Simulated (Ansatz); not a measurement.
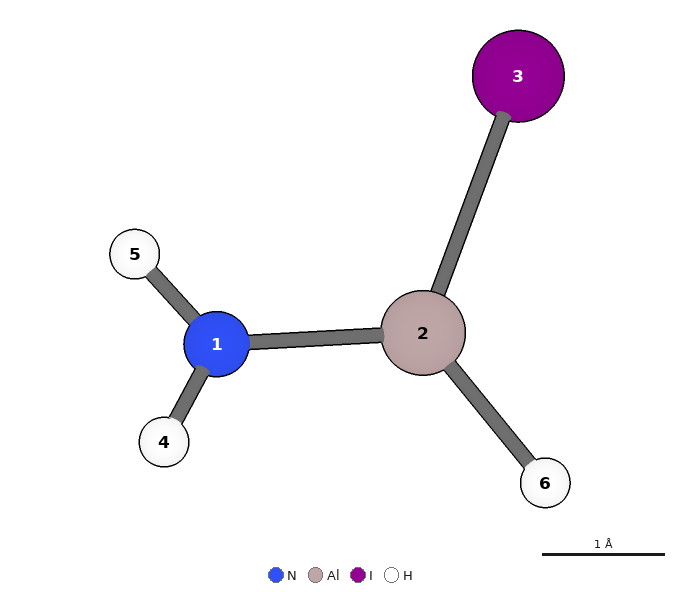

Figure made from data computed with Ansatz.

Atoms carry their numbers in the input. Geometry: moved along internal coordinates away from the minimum.

**What is the geometry at Al2?**

Al2 has 3 neighbours (N1 at 1.76, I3 at 2.47, H6 at 1.61 Å); the arrangement is trigonal planar.

**Describe the coordination of atom 1.**

N1 has 3 neighbours (Al2 at 1.76, H4 at 1.01, H5 at 1.01 Å); the arrangement is trigonal planar.
